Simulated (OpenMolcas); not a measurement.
# CH4FGeN (SMILES [H]/N=[C](/F)[GeH3]): levels of theory compared

Aim: a comparison of 6 runs (B3LYP/6-31G*, BHLYP/6-31G*, PBE0/6-31G*, SVWN5/6-31G*, r2SCAN/6-31G*, revPBE/6-31G*) of CH4FGeN. 

The calculation is run with OpenMolcas 26.06.

1 further run of the same task is left out (set aside as unsound or not needed).

## (1) Starting point

CH4FGeN: 8 atoms, total charge 0, spin state singlet. As SMILES, `[H]/N=[C](/F)[GeH3]`. The shape is that of a PBE0-D4/def2-TZVP optimisation.

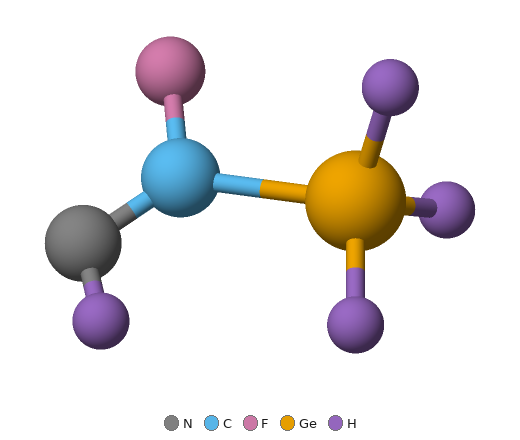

The structure, seen from a chosen angle (nitrogen grey, carbon blue, fluorine pink, germanium amber, hydrogen purple).

## (2) Energy and forces at B3LYP/6-31G(d) (spherical functions) (run 1)

run.inp

```
>>> EXPORT MOLCAS_PRINT=2
&GATEWAY
BasLib = $CurrDir
Coord
8
angstrom
N        1.895900       0.222300      -0.348500
C        0.908100       0.027300       0.385600
F        1.137400      -0.127100       1.702400
Ge      -1.019900      -0.103800      -0.035500
H        1.617200       0.325400      -1.319900
H       -1.766200       1.006900       0.710300
H       -1.149700       0.071600      -1.553900
H       -1.530700      -1.479600       0.403700
Basis = 6-31Gs
Group = NoSym
&SEWARD
GridInput
Grid=UltraFine
End of Grid
&SCF
KSDFT = B3LYP
Thresholds = 1e-10 1e-07 1e-07 1e-05
PrOrbitals = 1 1
&ALASKA
```

The basis set 6-31G* is read from a file made from the Basis Set Exchange's data (not shown).

Launch:

```sh
$ export MOLCAS_MEM=1860
$ pymolcas run.inp > run.log
```

Output:

```text
--- Start Module: gateway ---
[...]
--- Stop Module: gateway /rc=_RC_ALL_IS_WELL_ ---
[...]
      Basis functions           82
[...]
--- Start Module: scf ---
[...]
       Convergence after  15 Iterations
[...]
::    Total KS-DFT energy                           -2271.8267093055
[...]
      Total spin, S                                     0.0000000000
[...]
      Total electronic charge=   58.000000
      Total            charge=   -0.000000
[...]
      Dipole Moment (debye):
      Origin of the operator (angstrom)=   -0.1561   -0.0547    0.2252
                   X= -2.3857E+00               Y= -2.5657E-02               Z= -1.5437E+00           Total=  2.8417E+00
      Quadrupole Moment (debye*angstrom):
[...]
 *              Molecular gradients               *
 **************************************************
  Irreducible representation: a
 ------------------------------------------------------------------------------------------
                              X                       Y                       Z
 ------------------------------------------------------------------------------------------
  N1               -1.32663871914289E-02   -2.28731451455699E-03    7.39224459388410E-03
  C2                9.91810468183729E-03    1.24238534361883E-03   -1.95818083912636E-03
  F3                3.66071001103307E-05    1.20889077544861E-03   -9.14395586932670E-03
  GE4              -8.62765235162044E-04    4.49362198196024E-05   -9.29042494261623E-04
  H5                1.05810495729469E-04   -4.80147870559167E-04    3.72225062363984E-03
  H6                1.84110724646080E-03   -2.14781305294842E-03   -1.44178041610266E-03
  H7                8.46337622148807E-04   -3.23324526587232E-04    3.17942005936533E-03
  H8                1.38118528024744E-03    2.74238762576484E-03   -8.20955658059175E-04
[...]
```

Run time: 40 s. Hardware: 1 thread of Intel Xeon Platinum 8259CL at 2.50GHz (Skylake/Cascade Lake), shared host; peak memory 0.46 GiB.

## (3) Energy and forces at BHLYP/6-31G(d) (spherical functions) (run 2)

job.inp

```
&GATEWAY
 BasLib=$CurrDir
 Coord
 8
 angstrom
 N        1.895900       0.222300      -0.348500
 C        0.908100       0.027300       0.385600
 F        1.137400      -0.127100       1.702400
 Ge      -1.019900      -0.103800      -0.035500
 H        1.617200       0.325400      -1.319900
 H       -1.766200       1.006900       0.710300
 H       -1.149700       0.071600      -1.553900
 H       -1.530700      -1.479600       0.403700
 Basis=6-31Gs
 Group=NoSym

&SEWARD
 GridInput
 Grid=UltraFine
 End of Grid

&SCF
 KSDFT=HYB_GGA_XC_BHANDHLYP
 Thresholds=1e-10 1e-07 1e-07 1e-05
 PrOrbitals=1 1

&ALASKA
```

The basis set 6-31G* is read from a file made from the Basis Set Exchange's data (not shown).

Launch:

```sh
$ export MOLCAS_MEM=1860
$ pymolcas job.inp > job.log
```

Output:

```text
--- Start Module: gateway ---
[...]
--- Stop Module: gateway /rc=_RC_ALL_IS_WELL_ ---
[...]
      Basis functions           82
[...]
--- Start Module: scf ---
[...]
       Convergence after  16 Iterations
[...]
::    Total KS-DFT energy                           -2271.6612546097
[...]
      Total spin, S                                     0.0000000000
[...]
      Total electronic charge=   58.000000
      Total            charge=   -0.000000
[...]
      Dipole Moment (debye):
      Origin of the operator (angstrom)=   -0.1561   -0.0547    0.2252
                   X= -2.6804E+00               Y= -3.2340E-02               Z= -1.7090E+00           Total=  3.1791E+00
      Quadrupole Moment (debye*angstrom):
[...]
 *              Molecular gradients               *
 **************************************************
  Irreducible representation: a
 ------------------------------------------------------------------------------------------
                              X                       Y                       Z
 ------------------------------------------------------------------------------------------
  N1                4.60162893633509E-03    7.15240767390490E-05    2.83282274552921E-03
  C2               -2.27381343574384E-03   -6.95647991061366E-05   -1.04983082283194E-03
  F3                1.55505577069803E-03   -4.54773572926781E-04    4.34838657420045E-03
  GE4              -1.54354309098892E-03   -1.54814601298625E-05   -1.00309952384059E-03
  H5               -1.66527179097152E-03    5.37609896791302E-04   -5.14886859339203E-03
  H6               -4.41725837396767E-04    4.59183978444244E-04    2.92182463065949E-04
  H7                1.15375265587803E-04    5.55398024577602E-05   -4.53864789536240E-04
  H8               -3.47705817418831E-04   -5.84037922240377E-04    1.82271946867152E-04
[...]
```

Wall time 46 s (1 thread of Intel Xeon Platinum 8259CL at 2.50GHz (Skylake/Cascade Lake), shared host); peak memory 0.46 GiB.

Runs 3 to 5 aren't shown in full; the table further down has their settings and results.

## (4) Energy and forces at revPBE/6-31G(d) (spherical functions) (run 6)

mol.xyz

```xyz
8

N      1.895900     0.222300    -0.348500
C      0.908100     0.027300     0.385600
F      1.137400    -0.127100     1.702400
Ge    -1.019900    -0.103800    -0.035500
H      1.617200     0.325400    -1.319900
H     -1.766200     1.006900     0.710300
H     -1.149700     0.071600    -1.553900
H     -1.530700    -1.479600     0.403700
```

mol.input

```
>>> EXPORT MOLCAS_PRINT=2

&GATEWAY
  BasLib = $CurrDir
  Coord = mol.xyz
  Basis = 6-31Gs
  Group = NoSym

&SEWARD
  GridInput
  Grid=UltraFine
  End of Grid

&SCF
  KSDFT = revPBE
  Thresholds = 1e-10 1e-07 1e-07 1e-05
  PrOrbitals = 0

&ALASKA
```

The basis set 6-31G* is read from a file made from the Basis Set Exchange's data (not shown).

Launch:

```sh
$ export MOLCAS_MEM=1860
$ pymolcas mol.input > mol.log
```

Output:

```text
--- Start Module: gateway ---
[...]
--- Stop Module: gateway /rc=_RC_ALL_IS_WELL_ ---
[...]
      Basis functions           82
[...]
--- Start Module: scf ---
[...]
       Convergence after  16 Iterations
[...]
::    Total KS-DFT energy                           -2271.5629223105
[...]
      Total spin, S                                     0.0000000000
[...]
      Total electronic charge=   58.000000
      Total            charge=   -0.000000
[...]
      Dipole Moment (debye):
      Origin of the operator (angstrom)=   -0.1561   -0.0547    0.2252
                   X= -2.1300E+00               Y= -2.1732E-02               Z= -1.3861E+00           Total=  2.5414E+00
      Quadrupole Moment (debye*angstrom):
[...]
 *              Molecular gradients               *
 **************************************************
  Irreducible representation: a
 ------------------------------------------------------------------------------------------
                              X                       Y                       Z
 ------------------------------------------------------------------------------------------
  N1               -3.08910398113582E-02   -4.81271922681614E-03    1.33745833855796E-02
  C2                2.24925344457589E-02    2.82558131735003E-03   -4.62189496230647E-03
  F3               -1.26428484087882E-03    2.49813453146897E-03   -1.96882951392290E-02
  GE4              -6.01458459428272E-04    6.54709355900618E-05   -8.53073111840352E-04
  H5                1.93001617208473E-03   -1.14886379198287E-03    1.00282418904305E-02
  H6                3.88642771737269E-03   -4.52772290061620E-03   -3.00031368659237E-03
  H7                1.52400287889298E-03   -6.66115675455381E-04    6.47527191714037E-03
  H8                2.92380189763009E-03    5.76623481046123E-03   -1.71452029316299E-03
[...]
```

Run time: 45 s. Hardware: 1 thread of Intel Xeon Platinum 8259CL at 2.50GHz (Skylake/Cascade Lake), shared host; peak memory 0.46 GiB.

## (5) All runs side by side

```
run                                level   energy (Eh)  dipole moment (D)  HOMO energy (eV)  LUMO energy (eV)  wall time
  1   B3LYP/6-31G* (spherical functions)  -2271.826709               2.84             -7.60             -0.40       40 s
  2   BHLYP/6-31G* (spherical functions)  -2271.661255               3.18             -9.30              0.96       46 s
  3    PBE0/6-31G* (spherical functions)  -2271.313786               2.92             -7.89             -0.20       41 s
  4   SVWN5/6-31G* (spherical functions)  -2267.177939               2.67             -6.48             -1.41       34 s
  5  r2SCAN/6-31G* (spherical functions)  -2271.669574               2.82             -6.73             -1.09       60 s
  6  revPBE/6-31G* (spherical functions)  -2271.562922               2.54             -6.32             -1.14       45 s
```

## (6) Results

```
                       quantity           value
            run 6: total energy  -2271.56292 Eh
           run 6: dipole moment          2.54 D
             run 6: HOMO energy        -6.32 eV
             run 6: LUMO energy        -1.14 eV
           run 6: HOMO–LUMO gap         5.18 eV
run 6: largest force on an atom      1.749 eV/Å
```

In words: The dipole moment (its size) runs from 2.54 D (revPBE/6-31G*) to 3.18 D (BHLYP/6-31G*). The HOMO–LUMO gap runs from 5.07 eV (SVWN5/6-31G*) to 10.26 eV (BHLYP/6-31G*). Totals of different functionals can't be ranked against each other. All runs together took 4.5 min, the longest 60 s.
